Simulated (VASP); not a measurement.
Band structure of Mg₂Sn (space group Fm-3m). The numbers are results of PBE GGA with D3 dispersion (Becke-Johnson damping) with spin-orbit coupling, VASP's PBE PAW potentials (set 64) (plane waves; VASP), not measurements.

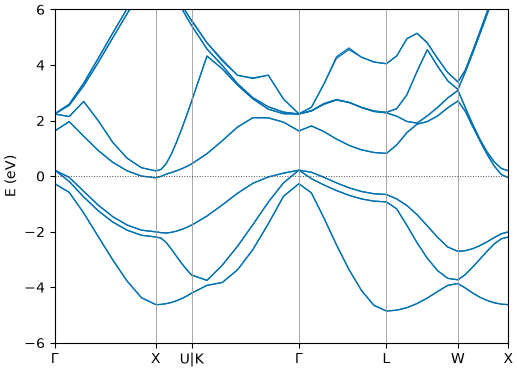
Figure: Bands along high-symmetry lines, zero at the valence-band maximum or, without a gap, the Fermi level

Task: Read the plot: is there a gap, and where are the band edges?

Result: It has no gap at this level: it comes out as a metal or semimetal.

The structure comes from a measured Mg2Sn entry (Fm-3m) of the Crystallography Open Database, whose conditions weren't checked. It was relaxed first.
